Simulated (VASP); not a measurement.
Band structure of CsCl (CsCl type). Calculation: PW91 GGA, VASP's PBE PAW potentials (set 64) (plane waves; VASP).

Unless said otherwise, spin-orbit coupling is left out, though it shifts the bands of the heavy elements here.

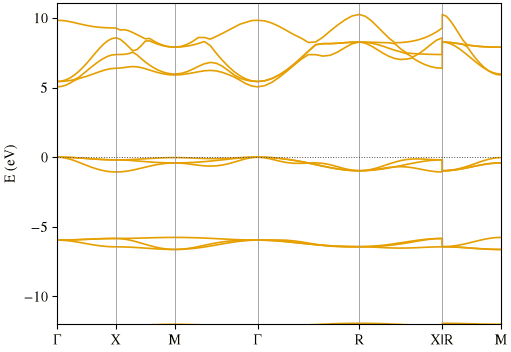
Fig. 1. Bands along high-symmetry lines, zero at the valence-band maximum or, without a gap, the Fermi level

Task: Read the plot: is there a gap, and where are the band edges?

Result: The gap is direct, 5.05 eV, from the valence maximum at Γ to the conduction minimum at Γ. (Edges off the drawn lines would not show.)

Measured: gap 8.35 eV at 80 K (computed value off by -3.30 eV), as given by Wikipedia, Caesium chloride.

The compound is CsCl in the CsCl type structure. It was relaxed first, which changed the volume by +5 %.
